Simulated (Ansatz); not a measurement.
Base system: SiC (space group P6_3mc, No. 186; a = 3.094 Å, c = 10.129 Å). Axes: x lies along a and z along c of the hexagonal cell.

Modification: biaxial strain +3.00 %, plane normal [001], relaxed out of plane (Cartesian); in-plane vectors clamped, the third vector and the atoms free.

All numbers come from PBE (Ansatz, a program for electronic structure), without spin-orbit coupling.

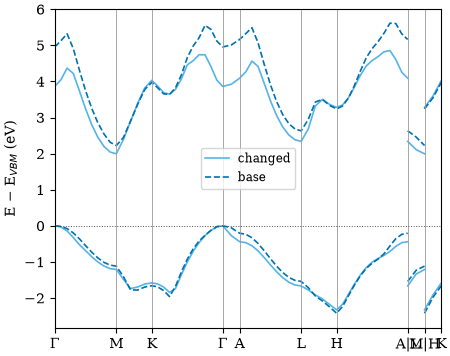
Figure: Highest valence and lowest conduction band along the path, each from its own valence-band maximum

**Question.** Read the changed gap and its character from the plot.

**Answer.** About 2.0 eV, indirect, Γ → M.

Whether these cells are dynamically stable was not tested.
